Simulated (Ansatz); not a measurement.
# The potential step between two gates: 1T-PtSe2 bilayer, AA

Two oppositely charged gates put a neutral stack in a displacement field D. The voltage between them is D/ε₀ times an electrical distance, shorter than the real one because the stack screens.

**Method.** Ansatz 0.2.0, plane waves with PAW datasets (its set soft_2), PBE-D3(BJ); isolated slab, charged sheets 5 Å from the outer atoms behind model barriers, atoms held. Voltages count from the uncharged case.

| run | D/ε₀ (V/nm) | step in an electron's potential, upper less lower gate (eV) |
| --- | --- | --- |
| run 1 | −1.810 | −1.445 |
| run 2 | 0.000 | 0.000 |
| run 3 | 0.905 | 0.722 |
| run 4 | 1.810 | 1.445 |
| run 5 | 2.714 | 2.167 |
| run 6 | 3.619 | ? |

Q: Estimate the withheld value from the rows shown.

A least-squares line through the 5 rows shown has slope 0.7984 and intercept −0.0001; no row lies more than 0.001 eV off it. The size of the slope, 0.798 nm, is the electrical distance; the sheets are 1.758 nm apart, and screening reaches beyond the outer atoms. At 3.619 it gives 0.7984 × 3.619 + (−0.0001) = 2.889 eV, beyond the rows fitted. Rounding and scatter of the rows alone allow about ±0.001 eV there.

The run itself gives 2.888 eV: a miss of −0.001 eV, or 0.0 % of the value. Screening stays linear to within 1 % over this range.

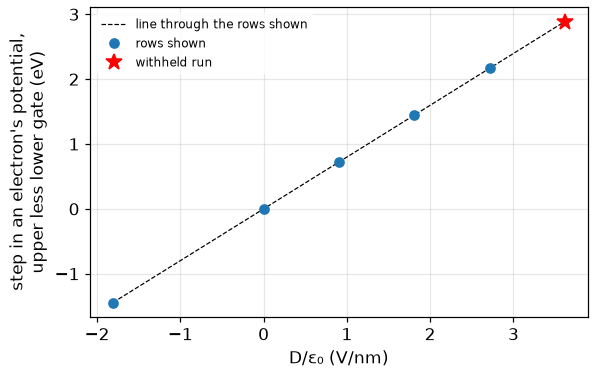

The fit and the withheld run.

Caveats: The gates are model sheets, not atoms. Spin-orbit coupling is left out, which changes the bands of elements this heavy.
